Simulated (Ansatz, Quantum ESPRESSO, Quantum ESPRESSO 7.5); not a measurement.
## Gate doping of 1T-PbF2, 1 layer

How rigid are the bands of 1T-PbF2, 1 layer under field-effect doping?

Calculated with Quantum ESPRESSO 7.5; plane-wave DFT, LDA, GBRV ultrasoft pseudopotentials (geometry by Ansatz 0.2.0 with PAW datasets; geometry under PBE).

## Step 1: Starting point

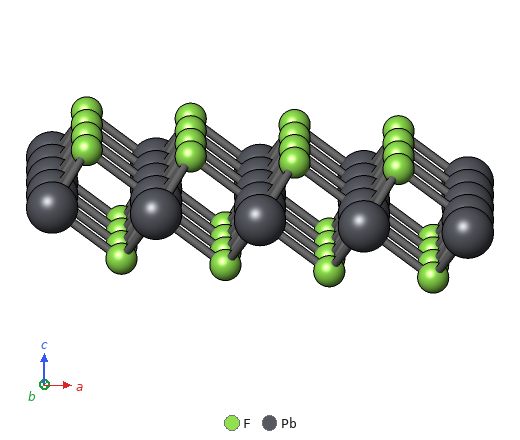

The cell as given, nearly edge on (fluorine green, lead dark grey). 4×4×1 cells are drawn. Some periodic images of atoms are drawn too.

The cell holds 3 atoms: 2 F and 1 Pb. Cell: a = 2.749 Å, b = 2.749 Å, c = 24.357 Å, α = 90.0°, β = 90.0°, γ = 120.0°. It derives from PbF2. Vacuum lies along c.

This sheet is a model structure: its symmetry is held, and its stability is not tested here.

## Step 2: Relaxation with Ansatz

The geometry comes first, from a plane-wave PAW code, so that the later runs on this slab share one structure.

Contents of input.yaml:

```yaml
crystal:
  lattice:
    - [2.749142, 0.0, 0.0]
    - [-1.374571, 2.3808268106, 0.0]
    - [0.0, 0.0, 24.3573446259]
  atoms:
    - { symbol: F, position: [0.6666666667, 0.3333333333, 0.4516091622] }
    - { symbol: Pb, position: [0.0, 0.0, 0.5] }
    - { symbol: F, position: [0.3333333333, 0.6666666667, 0.5483908378] }
kpoints:
  mp_grid: { grid: [12, 12, 1] }
hamiltonian:
  xc: pbe
scf:
  occupations: { method: fermi_dirac, width: 0.05 }
  convergence: { dr2_threshold: 1.0e-08 }
efield:
  axis: 3
  dipole_correction: true
  ramp_position: 0.97
  ramp_width: 0.04
relax:
  f_tol: 0.01
  cell: { fix: [c, alpha, beta] }
output:
  write_potential: true
  write_density: true
  volumetric_format: npy
```

Started as:

```bash
ansatz run input.yaml --threads 4 --pin off --max-ram 8192MiB --backend cpu --events-out ev --progress --plain --runs-dir out
```

Numbers of over 12 decimals in the logs are rounded to 6 here.

Log:

```text
Warning: relax.cell: scf.convergence.dr2_threshold = 1e-8 eV is looser than the 3e-10 eV advised for a relaxation that steers and ends on the stress (1e-10 eV for each atom of the cell: 3). What an SCF threshold leaves in a stress goes as its square root, and in the free energy as the threshold itself, and one threshold admits the most on a small cell: [figures from the program's tests cut] Set scf.convergence.dr2_threshold to 3e-10 eV or tighter. The threshold is an SCF's pass mark: one that does not reach it within its budget of iterations ends unconverged, or closes short of it on a stop that the run arms, and scf.convergence.dr2_threshold's page says what that costs each kind of run
Engine: ansatz 0.2.0, aarch64-unknown-linux-gnu
Pseudopotentials: kind: paw
Pseudopotential: F, paw, valence charge 7, recommended cutoff 420 eV (normal), F.paw.azcp
Pseudopotential: Pb, paw, valence charge 14, recommended cutoff 420 eV (normal), Pb.paw.azcp
Functional definition: PBE
  parameter kappa = 0.804
  parameter beta = 0.066725
  exchange = pbe_x(kappa = kappa, mu = beta*pi^2/3)
  correlation = pbe_c(beta = beta)
Crystal: 3 atoms, lattice volume = 159.424 Å³
Basis set: ecut = 420 eV, 3135 PW (Γ), exchange–correlation on 40×40×360 points (8 copies of the dense FFT grid, shifted against one another)
Bands: 18, of which v1, the nominal top of the filled ones, is band 14 counted from 1 (13 counted from 0)
Symmetry: 6 space group operations
k-points: 19 of 144 (time reversal used)
Non-local potential: F, projectors of the file, l = 0: 2, l = 1: 2, l = 2: 1
Non-local potential: Pb, projectors of the file, l = 0: 2, l = 1: 2, l = 2: 2, l = 3: 2
PAW form: soft (Blöchl's): semilocal exchange-correlation on the pseudo side does not see the compensation charge
PAW one-centre angular grid: F, 110 points (default); XC on 64 Gauss nodes
PAW one-centre angular grid: Pb, 590 points (default); XC on 64 Gauss nodes
Initial density: superposition of atomic densities (neutral atoms: chi_scale 0, normalization atom), corrected by the library's trained network
Initial wavefunctions: pseudopotential atomic-orbital guess
Functional: x = pbe(κ = 0.804, μ = 0.219515), c = pbe(β = 0.066725)
SCF iter   1: F=—  HF=-13512.198568 eV  |F-HF|=—  |Δ(HF+E_count)|=         —  Δρ=1.23e-2  dr2=1.41e-1  ethr=1.77e-3  p=0.000 e·Å  D=6.17e-7 V/Å  ΔV_dip=-0.00 eV  dr2_dipole=3.26e-8  V_vac-E_F(+/−)=2.93/2.93 eV  ⟨swp⟩=10.1  Hψ=2875  notcnv=0
efield: sawtooth ramp at fractional position 0.9700 (set: `efield.ramp_position`, or a place that a band, a saddle search or an elastic batch's reference lends), width 0.0400; the density the first Hamiltonian is built on has a dipole p = 0.000 e·Å; the dipole correction subtracts the counter field D = 6.17e-7 V/Å, which shifts the + side's vacuum level by -0.00 eV against the − side's; the planar-averaged density in the ramp window peaks in size at 4.5e-6 e/Å³
preconditioner: auto → LDOS  [metal: Δε(μ)=0.111 eV  Ē_g=20.315 eV  σ=0.050 eV  W_gap=0.47  n_scr=14 (ndim 8)  ℏωp=15.6 eV  f_vac=0.787  D(μ)=0.32/eV (n_scr^D=4)  β→1.0]
SCF iter   2: F=—  HF=-13512.196305 eV  |F-HF|=—  |Δ(HF+E_count)|=   2.26e-3  Δρ=1.00e-2  dr2=8.45e-2  ethr=5.04e-4  p=0.000 e·Å  D=8.65e-5 V/Å  ΔV_dip=-0.00 eV  dr2_dipole=1.21e-7  V_vac-E_F(+/−)=2.05/2.05 eV  ⟨swp⟩=4.2  Hψ=1065  notcnv=0
SCF iter   3: F=—  HF=-13512.168113 eV  |F-HF|=—  |Δ(HF+E_count)|=   2.82e-2  Δρ=6.66e-4  dr2=5.18e-4  ethr=3.02e-4  p=0.000 e·Å  D=1.57e-5 V/Å  ΔV_dip=-0.00 eV  dr2_dipole=1.70e-9  V_vac-E_F(+/−)=2.52/2.52 eV  ⟨swp⟩=4.1  Hψ=970  notcnv=0
SCF iter   4: F=—  HF=-13512.168070 eV  |F-HF|=—  |Δ(HF+E_count)|=   4.29e-5  Δρ=3.44e-4  dr2=1.10e-4  ethr=1.85e-6  p=0.000 e·Å  D=4.28e-6 V/Å  ΔV_dip=-0.00 eV  dr2_dipole=8.79e-11  V_vac-E_F(+/−)=2.47/2.48 eV  ⟨swp⟩=3.9  Hψ=947  notcnv=0
SCF iter   5: F=—  HF=-13512.168038 eV  |F-HF|=—  |Δ(HF+E_count)|=   3.14e-5  Δρ=7.87e-5  dr2=5.25e-6  ethr=3.94e-7  p=-0.000 e·Å  D=-5.13e-6 V/Å  ΔV_dip=0.00 eV  dr2_dipole=3.77e-10  V_vac-E_F(+/−)=2.47/2.47 eV  ⟨swp⟩=3.0  Hψ=769  notcnv=0
SCF iter   6: F=—  HF=-13512.168035 eV  |F-HF|=—  |Δ(HF+E_count)|=   3.14e-6  Δρ=4.02e-5  dr2=1.31e-6  ethr=1.87e-8  p=0.000 e·Å  D=1.17e-5 V/Å  ΔV_dip=-0.00 eV  dr2_dipole=1.39e-9  V_vac-E_F(+/−)=2.47/2.47 eV  ⟨swp⟩=3.4  Hψ=747  notcnv=0
SCF iter   7: F=—  HF=-13512.168035 eV  |F-HF|=—  |Δ(HF+E_count)|=   3.33e-7  Δρ=1.44e-5  dr2=1.73e-7  ethr=4.68e-9  p=-0.000 e·Å  D=-4.72e-6 V/Å  ΔV_dip=0.00 eV  dr2_dipole=3.19e-10  V_vac-E_F(+/−)=2.47/2.47 eV  ⟨swp⟩=2.5  Hψ=584  notcnv=0
SCF iter   8: F=-13512.168035 eV  HF=-13512.168035 eV  |F-HF|=4.67e-9  |Δ(HF+E_count)|=   2.72e-8  Δρ=2.51e-6  dr2=9.03e-9  ethr=3.57e-11  p=0.000 e·Å  D=7.25e-6 V/Å  ΔV_dip=-0.00 eV  dr2_dipole=4.33e-10  V_vac-E_F(+/−)=2.47/2.47 eV  ⟨swp⟩=11.1  Hψ=3353  notcnv=0
SCF 1 converged in 8 iterations: F = -13512.168035 eV  dr2 = 9.03e-9
  greatest PAW one-centre occupation: 0.994 electrons in one spin orbital (limit 2), on the Pb atom at site 1 (counted from 0), in its partial waves of l = 2
relax step   1: F+E_penalty+E_count = -13512.16803470 eV  Δ(F+E_penalty+E_count) = +0.000e0 eV  max|allowed force component| = 1.525e1 eV/Å  Δτ_max = 0.0000 Å  P = +40.559 GPa  Ω = 159.424 Å³  fix = [c, alpha, beta]  reactions: c +36.117 GPa  (8 SCF iters, accepted)
Crystal: 3 atoms, lattice volume = 167.076 Å³
Basis set: ecut = 420 eV, 3273 PW (Γ), exchange–correlation on 40×40×360 points (8 copies of the dense FFT grid, shifted against one another)
Initial density: handed on by an earlier stage of this run
Initial wavefunctions: those handed on with the density
iter 1 solved again at ethr=2.13e-3 eV; its pass at ethr=3.10e-3 eV (dr2=5.98e-1 eV) is discarded
SCF iter   1: F=—  HF=-13518.217317 eV  |F-HF|=—  |Δ(HF+E_count)|=         —  Δρ=1.76e-2  dr2=5.98e-1  ethr=2.13e-3  p=0.000 e·Å  D=8.56e-6 V/Å  ΔV_dip=-0.00 eV  dr2_dipole=5.03e-10  V_vac-E_F(+/−)=4.10/4.10 eV  ⟨swp⟩=1.0  Hψ=2918  notcnv=0
efield: sawtooth ramp at fractional position 0.9700 (set: `efield.ramp_position`, or a place that a band, a saddle search or an elastic batch's reference lends), width 0.0400; the density the first Hamiltonian is built on has a dipole p = 0.000 e·Å; the dipole correction subtracts the counter field D = 8.56e-6 V/Å, which shifts the + side's vacuum level by -0.00 eV against the − side's; the planar-averaged density in the ramp window peaks in size at 3.0e-6 e/Å³
[...]
relax step  22: F+E_penalty+E_count = -13524.29443151 eV  Δ(F+E_penalty+E_count) = +5.892e-4 eV  max|allowed force component| = 1.130e-4 eV/Å  Δτ_max = 0.0067 Å  P = +0.001 GPa  Ω = 334.933 Å³  energy of the carried Pulay correction = -2.879e-3 eV  fix = [c, alpha, beta]  reactions: c +0.002 GPa  (7 SCF iters, accepted)
iter 1 solved again at ethr=3.80e-8 eV; its pass at ethr=3.10e-3 eV (dr2=1.06e-5 eV) is discarded
SCF iter   1: F=—  HF=-13524.297172 eV  |F-HF|=—  |Δ(HF+E_count)|=         —  Δρ=7.56e-5  dr2=2.73e-6  ethr=3.80e-8  p=0.000 e·Å  D=3.35e-6 V/Å  ΔV_dip=-0.00 eV  dr2_dipole=6.55e-11  V_vac-E_F(+/−)=5.21/5.21 eV  ⟨swp⟩=4.3  Hψ=3226  notcnv=0
efield: sawtooth ramp at fractional position 0.9700 (set: `efield.ramp_position`, or a place that a band, a saddle search or an elastic batch's reference lends), width 0.0400; the density the first Hamiltonian is built on has a dipole p = 0.000 e·Å; the dipole correction subtracts the counter field D = 3.35e-6 V/Å, which shifts the + side's vacuum level by -0.00 eV against the − side's; the planar-averaged density in the ramp window peaks in size at 1.9e-7 e/Å³
preconditioner: auto → none  [insulator: Δε(μ)=3.463 eV  Ē_g=16.028 eV  σ=0.050 eV  W_gap=1.00  n_scr=12 (ndim 8)  ℏωp=10.7 eV  f_vac=0.808  D(μ)=0.00/eV (n_scr^D=0)  ε∞_Penn≈1.4]
SCF iter   2: F=—  HF=-13524.297363 eV  |F-HF|=—  |Δ(HF+E_count)|=   1.91e-4  Δρ=3.39e-5  dr2=1.33e-6  ethr=9.73e-9  p=-0.000 e·Å  D=-8.54e-7 V/Å  ΔV_dip=0.00 eV  dr2_dipole=1.24e-10  V_vac-E_F(+/−)=5.21/5.21 eV  ⟨swp⟩=2.0  Hψ=608  notcnv=0
SCF iter   3: F=—  HF=-13524.297423 eV  |F-HF|=—  |Δ(HF+E_count)|=   5.98e-5  Δρ=2.10e-5  dr2=3.64e-7  ethr=4.74e-9  p=0.000 e·Å  D=4.83e-6 V/Å  ΔV_dip=-0.00 eV  dr2_dipole=2.31e-10  V_vac-E_F(+/−)=5.21/5.21 eV  ⟨swp⟩=2.0  Hψ=464  notcnv=0
iter 4 met the thresholds in force, and the SCF goes on: an eigenvalue changes by 12.37 meV, over its tolerance of 3.16 meV (output.eigenvalues, Limitations)
SCF iter   4: F=-13524.297458 eV  HF=-13524.297457 eV  |F-HF|=1.16e-6  |Δ(HF+E_count)|=   3.40e-5  Δρ=2.09e-6  dr2=7.08e-9  ethr=3.57e-11  p=-0.000 e·Å  D=-1.86e-6 V/Å  ΔV_dip=0.00 eV  dr2_dipole=2.48e-10  V_vac-E_F(+/−)=5.21/5.21 eV  ⟨swp⟩=11.5  Hψ=2963  notcnv=0
SCF iter   5: F=-13524.297458 eV  HF=-13524.297458 eV  |F-HF|=3.05e-7  |Δ(HF+E_count)|=   8.55e-7  Δρ=1.72e-6  dr2=1.12e-8  ethr=2.53e-11  p=0.000 e·Å  D=7.02e-6 V/Å  ΔV_dip=-0.00 eV  dr2_dipole=6.47e-10  V_vac-E_F(+/−)=5.21/5.21 eV  ⟨swp⟩=2.1  Hψ=572  notcnv=0
iter 6 met the thresholds in force, and the SCF goes on: an eigenvalue changes by 8.98 meV, over its tolerance of 3.16 meV (output.eigenvalues, Limitations)
SCF iter   6: F=-13524.297458 eV  HF=-13524.297458 eV  |F-HF|=9.35e-8  |Δ(HF+E_count)|=   2.20e-7  Δρ=5.32e-7  dr2=9.46e-10  ethr=2.53e-11  p=0.000 e·Å  D=3.10e-6 V/Å  ΔV_dip=-0.00 eV  dr2_dipole=5.29e-11  V_vac-E_F(+/−)=5.21/5.21 eV  ⟨swp⟩=8.3  Hψ=2382  notcnv=0
Mixer restart at iter 6: flushing history
SCF iter   7: F=-13524.297458 eV  HF=-13524.297458 eV  |F-HF|=1.28e-8  |Δ(HF+E_count)|=   9.69e-8  Δρ=1.67e-6  dr2=1.27e-8  ethr=3.38e-12  p=-0.000 e·Å  D=-4.46e-6 V/Å  ΔV_dip=0.00 eV  dr2_dipole=7.75e-10  V_vac-E_F(+/−)=5.21/5.21 eV  ⟨swp⟩=2.3  Hψ=618  notcnv=0  κ⁻¹=1.0e0(r=1)
SCF iter   8: F=-13524.297458 eV  HF=-13524.297458 eV  |F-HF|=1.82e-11  |Δ(HF+E_count)|=   2.65e-9  Δρ=4.04e-8  dr2=4.45e-12  ethr=3.38e-12  p=0.000 e·Å  D=1.62e-6 V/Å  ΔV_dip=-0.00 eV  dr2_dipole=1.63e-13  V_vac-E_F(+/−)=5.21/5.21 eV  ⟨swp⟩=6.2  Hψ=2168  notcnv=0
SCF 23 converged in 8 iterations: F = -13524.297458 eV  dr2 = 4.45e-12
relax step  23: F+E_penalty+E_count = -13524.29745831 eV  Δ(F+E_penalty+E_count) = -3.027e-3 eV  max|allowed force component| = 3.365e-4 eV/Å  Δτ_max = 0.0000 Å  P = +0.006 GPa  Ω = 334.933 Å³  fix = [c, alpha, beta]  reactions: c -0.000 GPa  stress off target by 8.66e-3 GPa on what of the cell is left free  SCF on the basis re-selected at this cell (its energy is not comparable with the rows above)  (8 SCF iters)
basis re-selected at this cell: Δ(F+E_penalty+E_count) = -3.027e-3 eV, ΔP = +0.005 GPa vs the last step (what re-selecting the basis moved, of the pressure what is left beyond the Pulay correction that the steps carried, after the strain that the cell walked since its last selection, with what the two solves' SCF thresholds leave and, on support functions, any second-order correction that the steps lacked; it is no m [...]
WARN: The output density's exchange-correlation potential varies sharply where the density is thin. Do not read a vacuum level from v_tot or v_xc, or from such a field of the output density. On a cell that repeats whose density bears no net charge and no dipole along the vacuum's axis use v_es (v_loc + v_h of the components); under efield.dipole_correction with no amplitude use v_es + v_field, which holds any externa [...]
SCF converged after 8 iterations
an eigenvalue changed by more than its tolerance at an iteration that met the thresholds in force, so the SCF went on 2 times, its first undamped step at iteration 6: the last check found none over its tolerance
Free energy (F): -13524.297458 eV
Harris-Foulkes:  -13524.297458 eV  (|F-HF|=1.82e-11)
Internal energy: -13524.297458 eV  (E = F + TS)
E sigma→0 (E₀):  -13524.297458 eV
Fermi energy:    -3.312263 eV
Dipole field:    D = 0.000001 V/Å  (p = 0.000002 e·Å, saw-weighted, corrected)
Work function:   Φ+ = 5.2147 eV   Φ− = 5.2147 eV
Levels:          The Fermi level and band energies are counted from a zero that moves with the ramp; work functions are not
--- Per-component energies (eV) ---
  E_band       = -409.450473
  E_kinetic    = 697.021739
  E_local      = -18507.096827  (includes V_loc(G=0)·N_el)
  E_nonlocal   = 496.968962
  E_hartree    = 8849.929114
  E_xc         = -380.953993
  E_vxc        = -337.198125  (∫ρ·V_xc dr)
  E_paw        = -10801.970675  (= ΣΔE_a)
  E_vpaw       = -459.008476  (= ΣTr[D̂ρ^β])
  E_aug_tail   = 0.004112  (compensation charges beyond the density's cutoff)
  E_efield     = 0.000000  (sawtooth field / dipole correction)
  E_vefield    = -0.000008  (∫n·V_field dr)
  E_ewald      = 6121.800110
  E_smearing   = -0.000000  (= −TS)
  E_closure    = 0.000000  (closes the sum)
  Σ components = -13524.297458   (vs F -13524.297458, Δ=0.00e0)
--- Forces (eV/Å), atoms counted from 1 ---
  atom   1  F     -0.00000000    -0.00000000    -0.00031846
  atom   2  Pb     0.00000000    -0.00000000    -0.00001796
  atom   3  F      0.00000000     0.00000000     0.00033649
  max |Σ_I F_I| component: 7.72e-8 eV/Å
--- Stress (GPa, compression-positive) ---
        0.008661      -0.000000      -0.000000
       -0.000000       0.008661       0.000000
       -0.000000       0.000000      -0.000096
  P = ⅓ Tr σ = 0.0057 GPa (0.057 kbar)
--- Band table (eV; the first three rows and the last of 19) ---
  k-point 0: bands = [... 10 lower, -7.2449, -7.2449, -6.9048, -6.4639, -1.6229, 1.4847, 1.9091, 2.0396]
  k-point 1: bands = [... 10 lower, -7.2204, -7.1762, -6.8726, -6.3769, -1.5237, 1.4663, 1.9950, 2.0568]
  k-point 2: bands = [... 10 lower, -7.1811, -7.0900, -6.8267, -6.1416, -1.2547, 1.1697, 2.0923, 2.2507]
  k-point 18: bands = [... 10 lower, -7.5722, -6.7757, -6.7757, -5.0853, 0.3666, 1.0550, 1.0550, 4.8609]
--- Relaxed structure (19 steps of the walk, 19 accepted, 4 SCFs on fresh bases) ---
  F+E_penalty+E_count = -13524.29745831 eV   max|allowed force component| = 3.365e-4 eV/Å   (the final SCF, on the basis selected at the relaxed cell)
  cell:  # Å, volume = 334.9330 Å³
    - [3.984728, 0, 0]
    - [-1.992364, 3.450876, 0]
    - [0, 0, 24.3573446259]
  atoms:
    - { symbol: F, position: [0.666667, 0.333333, 0.459105] }
    - { symbol: Pb, position: [0, 0, 0.500000] }
    - { symbol: F, position: [0.333333, 0.666667, 0.540895] }
```

It took 41 s on 4 threads of Arm Neoverse V2, shared host; peak memory 0.59 GiB.

Step by step (22 of 23):

```csv
step,energy less that of the first step (eV),largest force component (eV/Å),pressure (GPa),volume (Å³)
1,0.0000,15.2458,40.56,159.42
2,-5.8078,7.1723,21.91,167.08
3,-8.5718,2.9069,10.71,183.32
4,-9.6859,1.1196,4.98,200.34
5,-10.1287,0.2756,1.09,218.55
6,-10.1662,0.0291,-0.52,227.27
7,-10.1674,0.0201,-0.40,226.28
8,-10.1675,0.0074,-0.41,226.22
9*,-10.8511,0.0347,2.94,226.22
10,-11.2812,0.0091,2.12,245.61
11,-11.5618,0.1300,1.02,265.42
13,-11.6880,0.0288,-0.13,292.86
14,-11.6893,0.0023,-0.13,292.07
15*,-11.9538,0.0139,0.92,292.07
16,-12.0570,0.2287,0.08,314.05
17,-12.0769,0.0620,-0.13,330.76
18,-12.0802,0.0116,-0.01,329.08
19,-12.0801,0.0007,0.00,329.14
20*,-12.1262,0.0022,0.12,329.14
21,-12.1270,0.0004,0.03,333.40
22,-12.1264,0.0001,0.00,334.93
23*,-12.1294,0.0003,0.01,334.93
```

Relaxation steps marked * repeat the geometry before them on a plane-wave basis chosen anew for their cell, so energy and pressure can jump there. Other such steps can lie between the rows shown.

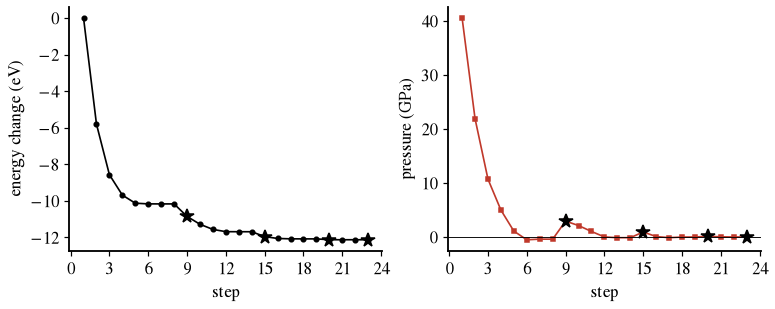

Energy and pressure along the relaxation. Stars mark steps on a basis chosen anew.

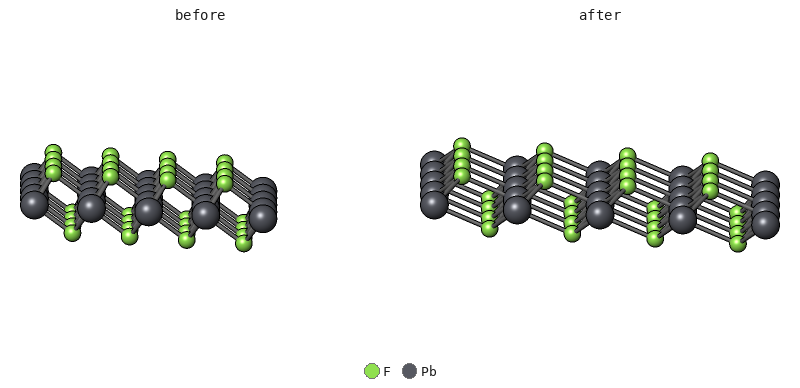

Before and after, at one scale.

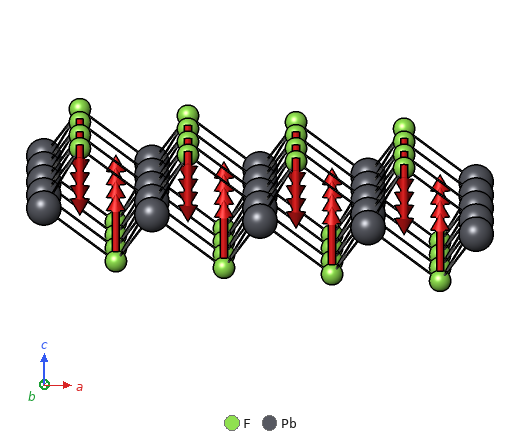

Displacements in the relaxation, exaggerated, measured against the changing cell; the longest in the cell stands for 0.18 Å. 4×4×1 cells are drawn. Some periodic images of atoms are drawn too.

```csv
cell as run,before,after,change
a (Å),2.749,3.985,+44.9 %
b (Å),2.749,3.985,+44.9 %
```

The atoms that moved most (Å, along periodic axes as changes of fractional coordinates times the final cell, across vacuum about the mean position):

```csv
atom,dx,dy,dz,length
F3,0.000,0.000,-0.183,0.183
F1,0.000,0.000,0.183,0.183
```

Final coordinates:

```xyz
3
Lattice="3.9847 0.0000 0.0000 -1.9924 3.4509 0.0000 0.0000 0.0000 24.3573" Properties=species:S:1:pos:R:3
F     1.9924    1.1503   11.1826
Pb    0.0000    0.0000   12.1787
F     0.0000    2.3006   13.1748
```

This step gave:

```
free energy                                                      : -13524.2975 eV
Fermi energy                                                     : -3.312 eV
gap by band count                                                : 3.462 eV
symmetry operations                                              : 6
dipole along the normal                                          : 2.23e-6 e·Å
vacuum level at the upper face over a Fermi level inside the gap : 5.215 eV
vacuum level at the lower face over a Fermi level inside the gap : 5.215 eV
```

[end of part 1 of 7]

[Logs are printed without paths, hosts, clocks, repeated set-up lines and the standing remarks that a program may print on its own settings, such as how far it seeks lower states.]

[Hosts, paths, dates, database ids (printed as entryN), source tags and the programs' standing remarks are cut or masked in the printed files.]

[Maps of the electrostatic potential energy from Ansatz leave out the sawtooth potential of an applied field or a dipole correction, so their vacuum need not be flat; planar profiles and work functions include it.]
